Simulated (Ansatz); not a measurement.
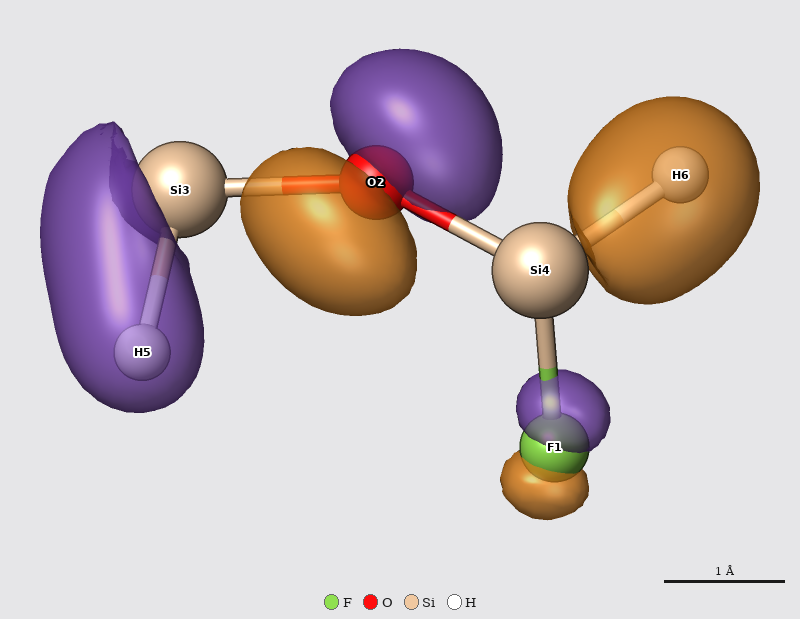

The picture shows: FH2OSi2 (SMILES F[SiH]O[SiH]) (doublet). The HOMO−1 (β) at ±0.15 Å⁻³ᐟ² (orange and purple are the two phases), seen across its widest extent.

Geometry: B3LYP/6-31G*.

Computed with isolated molecule in a Gaussian basis; Kohn-Sham density functional theory, functional PBE0 (Ansatz).

```csv
atom,x (Å),y (Å),z (Å)
F,0.7748,-0.1427,1.4137
O,-0.9659,0.4391,-0.5211
Si,-2.5755,-0.0112,-0.3927
Si,0.4573,0.8844,0.2058
H,-2.7533,0.2195,1.1262
H,1.5424,0.7261,-0.8160
```

Where does this orbital lie, and at what energy?

By Hirshfeld shares it lies mainly on O2 (about 40 %), Si3 (about 20 %), Si4 (about 15 %), H6 (about 10 %) and H5 (about 10 %). Its energy is −10.16 eV.
